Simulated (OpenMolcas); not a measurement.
# CH5BClN (SMILES CNBCl) at 6 levels

Aim: a comparison of 6 runs (HF/3-21G, B3LYP/6-31G*, B2PLYP/def2-SVP, BHLYP/def2-SVP, SVWN5/def2-SVP, TPSS/def2-SVP) of CH5BClN. 

Program for the calculation: OpenMolcas 26.06.

1 further run of the same task is left out (set aside as unsound or not needed).

**1. The structure to begin with**

The species is CH5BClN (9 atoms), meant as a singlet with charge 0. SMILES: `CNBCl`. The coordinates come from a PBE0-D4/def2-TZVP relaxation. This is one conformer, not always the lowest.

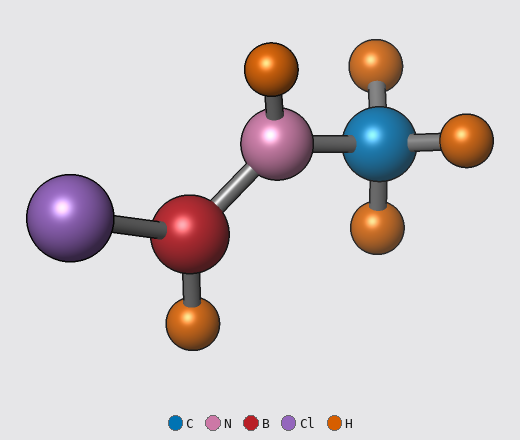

The structure, seen from a chosen angle (carbon blue, nitrogen pink, boron red, chlorine purple, hydrogen orange).

**2. Energy and forces at HF/3-21G (run 1)**

The input, mol.inp:

```
&GATEWAY
  BasLib=$CurrDir
  BasisSet
  C.3-21G....
  C1 0.510100 0.482100 -0.973400 angstrom
  End of Basis
  BasisSet
  N.3-21G....
  N2 -0.407900 -0.226000 -0.111700 angstrom
  End of Basis
  BasisSet
  B.3-21G....
  B3 -0.261100 -0.415200 1.248200 angstrom
  End of Basis
  BasisSet
  Cl.3-21G....
  Cl4 -1.495300 -1.314500 2.144800 angstrom
  End of Basis
  BasisSet
  H.3-21G....
  H5 0.907000 -0.170400 -1.756500 angstrom
  H6 0.027900 1.338900 -1.452800 angstrom
  H7 1.346700 0.849900 -0.380000 angstrom
  H8 -1.220500 -0.605500 -0.573900 angstrom
  H9 0.681600 0.014200 1.838200 angstrom
  End of Basis

&SEWARD

&SCF
  Thresholds=1e-10 1e-07 1e-07 1e-05
  PrOrbitals=0

&ALASKA
```

The basis set 3-21G is read from a file made from the Basis Set Exchange's data (not shown).

Launch:

```bash
$ export MOLCAS_MEM=1860
$ pymolcas mol.inp > mol.log
```

What it wrote:

```text
--- Start Module: gateway ---
[...]
--- Stop Module: gateway /rc=_RC_ALL_IS_WELL_ ---
[...]
      Basis functions           50
[...]
--- Start Module: scf ---
[...]
       Convergence after  12 Iterations
[...]
::    Total SCF energy                               -576.6265259111
[...]
      Total spin, S                                     0.0000000000
[...]
      Total electronic charge=   40.000000
      Total            charge=   -0.000000
[...]
      Dipole Moment (debye):
      Origin of the operator (angstrom)=   -0.6881   -0.6035    0.9498
                   X=  1.3831E+00               Y=  1.4697E+00               Z= -3.2918E+00           Total=  3.8612E+00
      Quadrupole Moment (debye*angstrom):
[...]
 *              Molecular gradients               *
 **************************************************
  Irreducible representation: a
 ------------------------------------------------------------------------------------------
                              X                       Y                       Z
 ------------------------------------------------------------------------------------------
  C1               -1.62835441191451E-02   -1.21497601880525E-02    1.34425855124474E-02
  N2                1.71398593708624E-02    9.96044657565198E-03    1.49297284703920E-05
  B3               -2.32888429828000E-02   -1.42363786935695E-02    3.40441842671257E-03
  CL4               1.65766339858422E-02    1.24941679313642E-02   -1.41081774561336E-02
  H5                2.55069399487895E-03   -3.73857930925103E-03   -4.89029171187516E-03
  H6               -2.68271323002334E-03    5.24057111903931E-03   -3.08190586299695E-03
  H7                4.46768706069633E-03    1.76283008070177E-03    4.13185050335851E-03
  H8               -4.14970163248540E-03   -2.18784275866390E-03   -1.10515870671124E-03
[...]
```

Wall time 3.3 s (1 thread of AMD EPYC 7R43 (Zen 3), shared host); peak memory 0.38 GiB.

**3. Energy and forces at B3LYP/6-31G(d) (Cartesian functions) (run 2)**

The input, calc.inp:

```
>>> EXPORT MOLCAS_PRINT=2

&GATEWAY
 BASLIB
 $CurrDir
 COORD
 9
 angstrom
 C        0.510100       0.482100      -0.973400
 N       -0.407900      -0.226000      -0.111700
 B       -0.261100      -0.415200       1.248200
 Cl      -1.495300      -1.314500       2.144800
 H        0.907000      -0.170400      -1.756500
 H        0.027900       1.338900      -1.452800
 H        1.346700       0.849900      -0.380000
 H       -1.220500      -0.605500      -0.573900
 H        0.681600       0.014200       1.838200
 BASIS
 6-31Gs
 GROUP
 NoSym

&SEWARD
 GRIDINPUT
 Grid=UltraFine
 End of Grid

&SCF
 KSDFT
 B3LYP
 THRESHOLDS
 1e-10 1e-07 1e-07 1e-05
 PRORBITALS
 1 2

&ALASKA
```

The basis set 6-31G* is read from a file made from the Basis Set Exchange's data (not shown).

Launch:

```bash
$ export MOLCAS_MEM=1860
$ pymolcas calc.inp > calc.log
```

What it wrote:

```text
--- Start Module: gateway ---
[...]
--- Stop Module: gateway /rc=_RC_ALL_IS_WELL_ ---
[...]
      Basis functions           74
[...]
--- Start Module: scf ---
[...]
       Convergence after  14 Iterations
[...]
::    Total KS-DFT energy                            -580.9988730345
[...]
      Total spin, S                                     0.0000000000
[...]
      Total electronic charge=   40.000000
      Total            charge=   -0.000000
[...]
      Dipole Moment (debye):
      Origin of the operator (angstrom)=   -0.6881   -0.6035    0.9498
                   X=  7.5588E-01               Y=  1.0124E+00               Z= -2.8348E+00           Total=  3.1036E+00
      Quadrupole Moment (debye*angstrom):
[...]
 *              Molecular gradients               *
 **************************************************
  Irreducible representation: a
 ------------------------------------------------------------------------------------------
                              X                       Y                       Z
 ------------------------------------------------------------------------------------------
  C1               -3.18889451064086E-03   -2.45043045464888E-03    3.11624973651092E-03
  N2                7.28634625644542E-04    6.74680846071807E-04   -1.28875746066548E-03
  B3               -5.83843584403976E-03   -2.92315027665335E-03   -2.33699386750796E-03
  CL4               5.73840695953542E-03    4.31318761811461E-03   -4.82776631218407E-03
  H5               -9.41567251599107E-04    1.15138194598297E-03    1.98671862956612E-03
  H6                8.39044457388471E-04   -1.91096152553705E-03    1.37304859693099E-03
  H7               -1.46138401992468E-03   -6.92797151173430E-04   -8.14501863808603E-04
  H8                3.66894274863583E-03    1.62648149727174E-03    2.53742658302158E-03
[...]
```

Wall time 29 s (1 thread of AMD EPYC 7R43 (Zen 3), shared host); peak memory 0.43 GiB.

Runs 3 to 5 aren't shown in full; the table further down has their settings and results.

**4. Energy and forces at TPSS/def2-SVP (run 6)**

The input, geom.xyz:

```xyz
9

C      0.510100     0.482100    -0.973400
N     -0.407900    -0.226000    -0.111700
B     -0.261100    -0.415200     1.248200
Cl    -1.495300    -1.314500     2.144800
H      0.907000    -0.170400    -1.756500
H      0.027900     1.338900    -1.452800
H      1.346700     0.849900    -0.380000
H     -1.220500    -0.605500    -0.573900
H      0.681600     0.014200     1.838200
```

The input, calc.input:

```
* CH5BClN Kohn-Sham DFT
>>> EXPORT MOLCAS_PRINT=2
&GATEWAY
BASLIB=$CurrDir
COORD=geom.xyz
BASIS=def2-SVP
GROUP=NoSym
&SEWARD
GRIDINPUT
Grid=UltraFine
End of Grid
&SCF
KSDFT=2
1.0 MGGA_X_TPSS
1.0 MGGA_C_TPSS
THRESHOLDS=1e-10 1e-07 1e-07 1e-05
PRORBITALS=1 2
&ALASKA
```

The basis set def2-SVP is read from a file made from the Basis Set Exchange's data (not shown).

Launch:

```bash
$ export MOLCAS_MEM=1860
$ pymolcas calc.input > calc.log
```

What it wrote:

```text
--- Start Module: gateway ---
[...]
--- Stop Module: gateway /rc=_RC_ALL_IS_WELL_ ---
[...]
      Basis functions           85
[...]
--- Start Module: scf ---
[...]
       Convergence after  14 Iterations
[...]
::    Total KS-DFT energy                            -580.8115870671
[...]
      Total spin, S                                     0.0000000000
[...]
      Total electronic charge=   40.000000
      Total            charge=   -0.000000
[...]
      Dipole Moment (debye):
      Origin of the operator (angstrom)=   -0.6881   -0.6035    0.9498
                   X=  5.5179E-01               Y=  8.7715E-01               Z= -2.7535E+00           Total=  2.9421E+00
      Quadrupole Moment (debye*angstrom):
[...]
 *              Molecular gradients               *
 **************************************************
  Irreducible representation: a
 ------------------------------------------------------------------------------------------
                              X                       Y                       Z
 ------------------------------------------------------------------------------------------
  C1               -3.47796978066306E-05   -5.03261602577965E-05    3.07820047404483E-04
  N2               -2.74976839081353E-03   -1.95999515909340E-03    1.73693205939429E-03
  B3               -2.17626979688834E-03    1.18668550649570E-04   -6.84807975943658E-03
  CL4               5.90682952714872E-03    4.31493600010313E-03   -4.35111105281649E-03
  H5               -3.01043595444384E-03    4.48318458275532E-03    6.27505894781510E-03
  H6                3.32923749239034E-03   -6.40612715216848E-03    4.08727007521437E-03
  H7               -5.90053777780986E-03   -2.62719338208428E-03   -4.04436928709551E-03
  H8                8.90450693026068E-03    4.12320574123193E-03    5.26024170805073E-03
[...]
```

Wall time 47 s (1 thread of AMD EPYC 7R43 (Zen 3), shared host); peak memory 0.47 GiB.

**5. Overview of the runs**

```csv
run,level,Cartesian functions,integration grid,energy (Eh),dipole moment (D),HOMO energy (eV),LUMO energy (eV),wall time
1,HF/3-21G,no,–,-576.626526,3.86,-11.03,4.41,3.3 s
2,B3LYP/6-31G* (Cartesian functions),yes,UltraFine,-580.998873,3.10,-7.37,0.51,29 s
3,B2PLYP/def2-SVP,no,UltraFine,-580.479218,2.84,-8.82,2.03,23 s
4,BHLYP/def2-SVP,no,UltraFine,-580.694392,2.84,-8.88,1.70,32 s
5,SVWN5/def2-SVP,no,UltraFine,-578.159610,2.89,-6.40,-0.55,41 s
6,TPSS/def2-SVP,no,UltraFine,-580.811587,2.94,-6.42,-0.18,47 s
```

**6. What came out**

```
                       quantity          value
            run 6: total energy  -580.81159 Eh
           run 6: dipole moment         2.94 D
             run 6: HOMO energy       -6.42 eV
             run 6: LUMO energy       -0.18 eV
           run 6: HOMO–LUMO gap        6.24 eV
run 6: largest force on an atom     0.573 eV/Å
```

**Reading.** The dipole moment (its size) runs from 2.84 D (B2PLYP/def2-SVP) to 3.86 D (HF/3-21G). The two ends differ in method and basis. A double hybrid's value is that of its SCF part. The HOMO–LUMO gap runs from 5.85 eV (SVWN5/def2-SVP) to 15.44 eV (HF/3-21G). For B2PLYP the log adds the whole second-order term; the table takes 0.27 of it, as the functional is defined. Totals of different functionals can't be ranked against each other. All runs together took 2.9 min, the longest 47 s.
